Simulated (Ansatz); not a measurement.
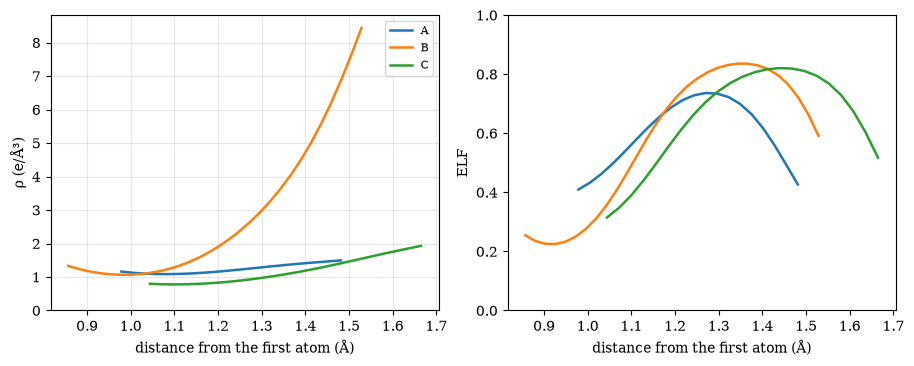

The picture shows: ClFS2W. Electron density and electron localisation function along straight lines between neighbouring atoms. The curves leave out the atomic cores.

Geometry: PBE0-D4/def2-SVP; core potentials replace the inner electrons of W.

Computed with Ansatz 0.2.0, isolated molecule in a Gaussian basis; Kohn-Sham density functional theory, functional PBE0.

Input

```
crystal:
  periodic: [false, false, false]
  atoms:
    - {symbol: Cl, position_ang: [-1.279740, -1.087613, -1.471587]}
    - {symbol: F, position_ang: [-0.588420, -0.267396, 1.830025]}
    - {symbol: S, position_ang: [1.965579, -0.720145, -0.106156]}
    - {symbol: S, position_ang: [-0.021085, 2.033824, -0.374336]}
    - {symbol: W, position_ang: [-0.026335, -0.032271, 0.080655]}
basis:
  gaussian:
    orbitals: def2-TZVPD
magnetization:
  spin_polarized: false
hamiltonian:
  xc: pbe0
output: {forces: true, orbitals: {seedname: orbitals}}
```

Launched as:

```sh
ansatz run input.yaml --threads 2 --pin off --max-ram 5220MiB --events-out events.jsonl --progress --plain --runs-dir runs
```

### Which curve belongs to which contact (W–Cl, W–F and W–S)? The first atom named is at distance zero.

Curve A: W–S (2.12 Å): the density is about 1.1 e/Å³ at the midpoint; the ELF peaks at about 0.75 in the valence shell of S, 0.8 Å from its nucleus, and is about 0.50 at the midpoint. Curve B: W–F (1.85 Å): ρ is about 1.1 e/Å³ halfway; the ELF peaks at about 0.85 in the valence shell of F, 0.5 Å from its nucleus, and drops to about 0.20 between the two atoms. Curve C: W–Cl (2.26 Å): ρ is about 0.78 e/Å³ halfway; the ELF peaks at about 0.80 in the valence shell of Cl, 0.8 Å from its nucleus, and is about 0.45 at the midpoint.
